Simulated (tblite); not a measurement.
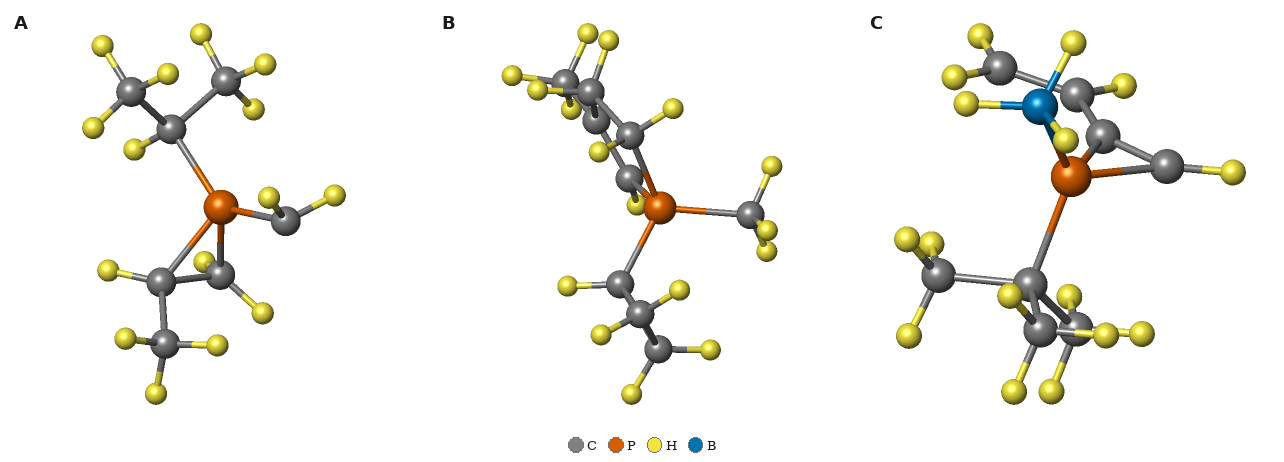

Source: calculation with tblite.

> Which panel belongs to which SMILES?
(1) [BH3-][P@+]1(C(C)(C)C)C=C1C=C
(2) C=[P@@]1(C(C)C)C[C@H]1C
(3) CC1=C[P@+](C)(C2CC2)CC1

A is (2), B is (3), C is (1).
